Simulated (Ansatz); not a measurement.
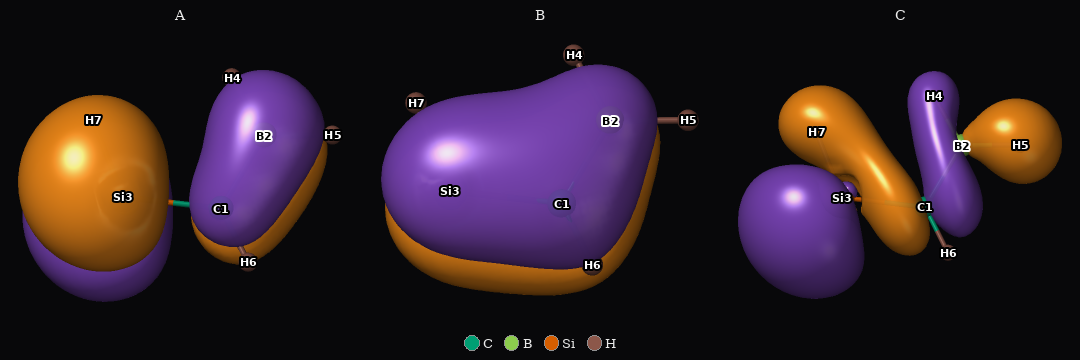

Figure. CH$_{4}$BSi (SMILES BC=[SiH]) (doublet). Three frontier orbitals at ±0.08 Å⁻³ᐟ² (orange and purple are the two phases), in no order.

Geometry: B3LYP/6-31G*.

Computed with isolated molecule in a Gaussian basis; Kohn-Sham density functional theory, functional PBE0 in Ansatz 0.2.0.

```yaml
atoms:
  - { symbol: C, position_ang: [-1.0163, -0.3034, -1.9474] }
  - { symbol: B, position_ang: [-1.8446, 0.7542, -1.2456] }
  - { symbol: Si, position_ang: [-1.2265, -1.8835, -1.2497] }
  - { symbol: H, position_ang: [-2.5546, 0.4909, -0.3151] }
  - { symbol: H, position_ang: [-1.8004, 1.8955, -1.6199] }
  - { symbol: H, position_ang: [-0.3614, -0.1094, -2.7920] }
  - { symbol: H, position_ang: [-2.1628, -2.0199, -0.0819] }
```

Question: Order the three orbitals by energy and name them. All are α orbitals.

Answer: B is the HOMO−1 (α) (−7.50 eV). By Hirshfeld shares it lies mainly on C1 (about 45 %), Si3 (about 35 %) and B2 (about 15 %); it changes sign across the molecular plane (π type); π-bonding across C1–B2 and C1–Si3. C is the HOMO (α) (−6.96 eV). By Hirshfeld shares it lies mainly on Si3 (about 60 %), C1 (about 15 %), B2 (about 10 %), H7 (about 10 %) and H5 (about 5 %); it is symmetric in the molecular plane (an in-plane orbital: σ, lone-pair or in-plane π type). A is the LUMO (α) (−2.56 eV). By Hirshfeld shares it lies mainly on Si3 (about 60 %), B2 (about 15 %) and C1 (about 15 %); it changes sign across the molecular plane (π type); π-bonding across C1–B2.

Question: What is the gap between the highest occupied and lowest empty α orbitals?

Answer: 4.40 eV between the orbital energies.
